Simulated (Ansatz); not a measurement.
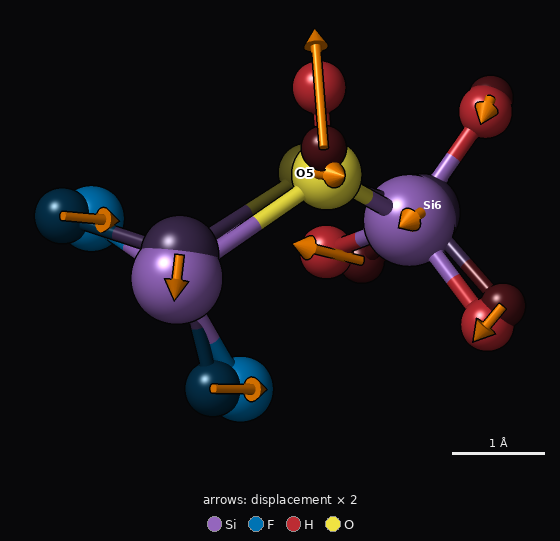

This is a relaxation of Si2H4OF2 (started from a transition state, displaced along its imaginary mode). The starting structure is drawn faded, the final one solid; orange arrows show the displacements, 2 times their true length. The two geometries are superimposed by the best rigid fit.

Style: ball-and-stick. Shown at a tilt.

Theory: Ansatz, RKS PBE0-D4/def2-TZVP.

The input:
```yaml
crystal:
  periodic: [false, false, false]
  atoms:
    - {symbol: Si, position_ang: [-1.555890, -1.345234, 0.061493]}
    - {symbol: F, position_ang: [-0.347118, -2.034913, 0.861996]}
    - {symbol: F, position_ang: [-1.421141, -1.993231, -1.409696]}
    - {symbol: H, position_ang: [-1.345357, 0.597142, 0.142728]}
    - {symbol: O, position_ang: [-0.576976, 0.312245, -0.252688]}
    - {symbol: Si, position_ang: [1.004858, 0.973152, 0.085214]}
    - {symbol: H, position_ang: [0.989135, 2.373168, -0.412007]}
    - {symbol: H, position_ang: [1.218834, 0.942572, 1.551652]}
    - {symbol: H, position_ang: [2.033554, 0.175298, -0.628792]}
basis:
  gaussian: {orbitals: def2-TZVP}
hamiltonian: {xc: pbe0, dispersion: d4}
relax: {f_tol: 0.005, max_steps: 200}
```

Launched with:
```bash
ansatz run in.yaml --threads 4 --pin off --events-out ev --progress --plain --max-ram 9574MiB
```

Question: What did the optimiser do to the structure, and how much energy did it gain?

Answer: After 27 accepted moves (30 points after the start) the energy has fallen by 0.594 eV. The largest force component goes from 4.1 to 0.0024 eV/Å. The line search rejected the trial steps at points 10, 21, 23 of the run. The forces were under the threshold at step 11, but the run went on from there. The atom that moves furthest after the best rigid fit is H4 (0.75 Å). By element the largest moves are H 0.75 Å, F 0.41 Å, O 0.41 Å, Si 0.26 Å. Some distances before and after: Si1–H4 1.955 → 2.647 Å, Si1–O5 1.950 → 2.101 Å, H4–O5 0.910 → 0.962 Å, O5–Si6 1.747 → 1.704 Å. Bond angles that change, for instance: Si1–O5–H4 76.8° → 114.4°, Si1–O5–Si6 138.1° → 121.2°, F2–Si1–O5 93.9° → 83.7°. The run took 82 s on 4 threads of Arm Neoverse V2, with other jobs on the host.
